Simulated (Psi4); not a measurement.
# PBE/cc-pwCVTZ (density fitting, sweep point 5) run of H2SO2 (SMILES O=[SH2]=O)

Aim: the vertical ionisation energy of H2SO2 at PBE/cc-pwCVTZ (density fitting, sweep point 5), from 2 runs. Input form: a Python script.

Program for the calculation: Psi4 1.11.

## Step 1: The structure to begin with

H2SO2: 5 atoms, total charge 0, spin state singlet. SMILES: `O=[SH2]=O`. The shape is that of a GFN2-xTB optimisation.

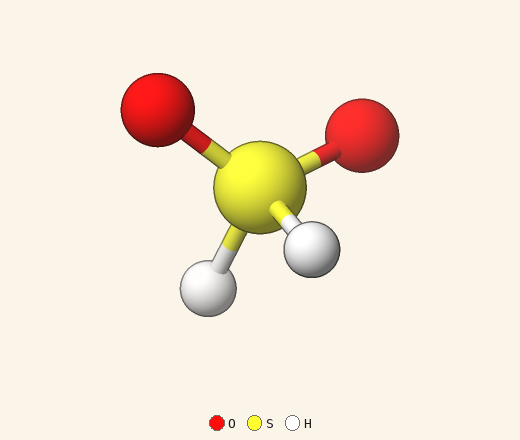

The structure, seen from a chosen angle (oxygen red, sulfur yellow, hydrogen white).

## Step 2: A single-point energy at PBE/cc-pwCVTZ (density fitting, sweep point 5)

h2o2s.py reads:

```python
import psi4

psi4.set_memory(1600000000)
psi4.set_num_threads(1)
psi4.set_output_file('psi4.out', False)

molecule = psi4.geometry("""
0 1
O     -1.86400695     0.52122426     1.97183472
S      0.02537902    -0.02672073     0.13282885
O      2.39887503    -1.08901137     0.83291569
H     -1.05563881    -1.59147065    -1.70326685
H      0.49539170     2.18597849    -1.23431241
units au
symmetry c1
""")

psi4.set_options({
    'basis': 'cc-pwCVTZ',
    'puream': True,
    'scf_type': 'df',
    'dft_radial_points': 99,
    'dft_spherical_points': 590,
})

result, w = psi4.energy('pbe', return_wfn=True)
print(f'total energy {result:.8f} hartree = {result * 27.211386:.5f} eV')
for k, v in sorted(psi4.core.scalar_variables().items()):
    print(f'{k:45s} {v:18.10f}')
```

Launch:

```bash
$ python h2o2s.py
```

psi4.out, cut to the lines that bear on the results:

```text
[...]
  Running in c1 symmetry.
[...]
  Nuclear repulsion =  128.453435959116547
[...]
  Multiplicity = 1
[...]
  Nalpha       = 17
  Nbeta        = 17
[...]
    Number of basis functions: 173
[...]
   @DF-RKS iter   1:  -549.24040153810881    5.70011e-01   5.70721e-03 ADIIS/DIIS
[...]
   @DF-RKS iter  10:  -549.55905087107885   -1.77427e-08   9.70560e-08 DIIS
[...]
    Orbital Energies [Eh]
    ---------------------
    Doubly Occupied:
       1A    -88.224723     2A    -18.764656     3A    -18.764653
       4A     -7.830969     5A     -5.850419     6A     -5.850007
       7A     -5.848971     8A     -1.045388     9A     -0.946961
      10A     -0.640562    11A     -0.508961    12A     -0.453132
      13A     -0.416400    14A     -0.321163    15A     -0.309155
      16A     -0.295803    17A     -0.282803
[...]
  @DF-RKS Final Energy:  -549.55905087107885
   => Energetics <=
    Nuclear Repulsion Energy =            128.4534359591165469
    One-Electron Energy =               -1012.5161890863123517
    Two-Electron Energy =                 377.8928349900106696
    DFT Exchange-Correlation Energy =     -43.3891327338937032
    Empirical Dispersion Energy =           0.0000000000000000
    VV10 Nonlocal Energy =                  0.0000000000000000
    Total Energy =                       -549.5590508710788527
[...]
 Multipole Moments:
 ------------------------------------------------------------------------------------
     Multipole            Electronic (a.u.)      Nuclear  (a.u.)        Total (a.u.)
 ------------------------------------------------------------------------------------
 L = 1.  Multiply by 2.5417464519 to convert [e a0] to [Debye]
 Dipole X            :          0.1970738           -0.4111230           -0.2140492
 Dipole Y            :         -0.2086667            0.4362153            0.2275486
 Dipole Z            :          1.0328199           -2.1556109           -1.1227910
 Magnitude           :                                                    1.1654420
[...]
```

Standard output:

```text
total energy -549.55905087 hartree = -14954.26346 eV
CURRENT ENERGY                                   -549.5590508711
CURRENT REFERENCE ENERGY                         -549.5590508711
DD SOLVATION ENERGY                                 0.0000000000
DFT FUNCTIONAL TOTAL ENERGY                      -549.5590508711
DFT TOTAL ENERGY                                 -549.5590508711
DFT VV10 ENERGY                                     0.0000000000
DFT XC ENERGY                                     -43.3891327339
GRID ELECTRONS ALPHA                               17.0000002388
GRID ELECTRONS BETA                                17.0000002388
GRID ELECTRONS TOTAL                               34.0000004775
NUCLEAR REPULSION ENERGY                          128.4534359591
ONE-ELECTRON ENERGY                             -1012.5161890863
PCM POLARIZATION ENERGY                             0.0000000000
PE ENERGY                                           0.0000000000
SCF ITERATION ENERGY                             -549.5590508711
SCF ITERATIONS                                     10.0000000000
SCF TOTAL ENERGY                                 -549.5590508711
TWO-ELECTRON ENERGY                               377.8928349900
XC GRID RADIAL POINTS                              99.0000000000
XC GRID SPHERICAL POINTS                          590.0000000000
XC GRID TOTAL POINTS                           278137.0000000000
```

It took 15 s on 1 thread of Intel Xeon Platinum 8488C (Sapphire Rapids), shared host; peak memory 1.4 GiB.

## Step 3: The doublet cation, same level

h2o2s.py reads:

```python
import psi4

psi4.set_memory('1600 MB')
psi4.set_num_threads(1)
psi4.core.set_output_file('h2o2s.out', False)

geom = psi4.geometry("""
1 2
O     -1.86400695     0.52122426     1.97183472
S      0.02537902    -0.02672073     0.13282885
O      2.39887503    -1.08901137     0.83291569
H     -1.05563881    -1.59147065    -1.70326685
H      0.49539170     2.18597849    -1.23431241
units bohr
symmetry c1
""")

options = {'basis': 'cc-pwCVTZ', 'reference': 'uks', 'puream': True, 'scf_type': 'df', 'dft_radial_points': 99, 'dft_spherical_points': 590, 'maxiter': 150}
psi4.set_options(options)

e = psi4.energy("pbe", molecule=geom)
print(f'pbe energy: {e:.10f} Eh')
for k, v in sorted(psi4.core.scalar_variables().items()):
    print(f'{k:45s} {v:18.10f}')
```

Launch:

```bash
$ python h2o2s.py
```

h2o2s.out, cut to the lines that bear on the results:

```text
[...]
  Running in c1 symmetry.
[...]
  Nuclear repulsion =  128.453435959116547
[...]
  Multiplicity = 2
[...]
  Nalpha       = 17
  Nbeta        = 16
[...]
    Number of basis functions: 173
[...]
   @DF-UKS iter   1:  -548.91621771113216    8.94195e-01   4.69723e-03 ADIIS/DIIS
[...]
   @DF-UKS iter   9:  -549.13649902544387   -7.15258e-07   9.88459e-07 DIIS
[...]
   @S^2 Observed:                7.536087071E-01
[...]
    Orbital Energies [Eh]
    ---------------------
    Alpha Occupied:
       1A    -88.523181     2A    -19.093087     3A    -19.093082
       4A     -8.134084     5A     -6.153185     6A     -6.152849
       7A     -6.151171     8A     -1.359814     9A     -1.263737
      10A     -0.950326    11A     -0.820069    12A     -0.750723
      13A     -0.712227    14A     -0.630888    15A     -0.620205
      16A     -0.602591    17A     -0.594178
    Alpha Virtual:
      18A     -0.309995    19A     -0.287956    20A     -0.270301
      21A     -0.264437    22A     -0.075097    23A     -0.068160
      24A     -0.024755    25A     -0.004533    26A      0.010048
[...]
  @DF-UKS Final Energy:  -549.13649902544387
   => Energetics <=
    Nuclear Repulsion Energy =            128.4534359591165469
    One-Electron Energy =               -1002.1758135538502756
    Two-Electron Energy =                 367.6011275864422032
    DFT Exchange-Correlation Energy =     -43.0152490171522857
    Empirical Dispersion Energy =           0.0000000000000000
    VV10 Nonlocal Energy =                  0.0000000000000000
    Total Energy =                       -549.1364990254438680
[...]
 Multipole Moments:
 ------------------------------------------------------------------------------------
     Multipole            Electronic (a.u.)      Nuclear  (a.u.)        Total (a.u.)
 ------------------------------------------------------------------------------------
 L = 1.  Multiply by 2.5417464519 to convert [e a0] to [Debye]
 Dipole X            :          0.1066414           -0.4111230           -0.3044817
 Dipole Y            :         -0.1130162            0.4362153            0.3231991
 Dipole Z            :          0.5589828           -2.1556109           -1.5966281
 Magnitude           :                                                    1.6572230
[...]
```

The script printed:

```text
pbe energy: -549.1364990254 Eh
CURRENT ENERGY                                   -549.1364990254
CURRENT REFERENCE ENERGY                         -549.1364990254
DD SOLVATION ENERGY                                 0.0000000000
DFT FUNCTIONAL TOTAL ENERGY                      -549.1364990254
DFT TOTAL ENERGY                                 -549.1364990254
DFT VV10 ENERGY                                     0.0000000000
DFT XC ENERGY                                     -43.0152490172
GRID ELECTRONS ALPHA                               17.0000002618
GRID ELECTRONS BETA                                16.0000001030
GRID ELECTRONS TOTAL                               33.0000003648
NUCLEAR REPULSION ENERGY                          128.4534359591
ONE-ELECTRON ENERGY                             -1002.1758135539
PCM POLARIZATION ENERGY                             0.0000000000
PE ENERGY                                           0.0000000000
SCF ITERATION ENERGY                             -549.1364990254
SCF ITERATIONS                                      9.0000000000
SCF TOTAL ENERGY                                 -549.1364990254
TWO-ELECTRON ENERGY                               367.6011275864
XC GRID RADIAL POINTS                              99.0000000000
XC GRID SPHERICAL POINTS                          590.0000000000
XC GRID TOTAL POINTS                           278137.0000000000
```

It took 20 s on 1 thread of Intel Xeon Platinum 8488C (Sapphire Rapids), shared host; peak memory 1.4 GiB.

## Step 4: Summary of results

Level: PBE/cc-pwCVTZ (density fitting, sweep point 5).

| quantity | value |
| --- | --- |
| singlet H2SO2: total energy | -549.55905 Eh |
| singlet H2SO2: dipole moment | 2.96 D |
| singlet H2SO2: HOMO energy | -7.70 eV |
| singlet H2SO2: LUMO energy | -1.21 eV |
| singlet H2SO2: HOMO–LUMO gap | 6.48 eV |
| doublet cation: total energy | -549.13650 Eh |
| doublet cation: HOMO energy (highest over α and β) | -15.97 eV |
| doublet cation: LUMO energy (lowest over α and β) | -15.33 eV |
| doublet cation: ⟨S²⟩ | 0.754 |
| vertical ionisation energy (to the doublet cation) | 11.498 eV |

In words: Removing an electron at fixed nuclei costs 11.50 eV (1109 kJ/mol). The negative HOMO energy of the first species, 7.70 eV, lies 3.80 eV below that difference.
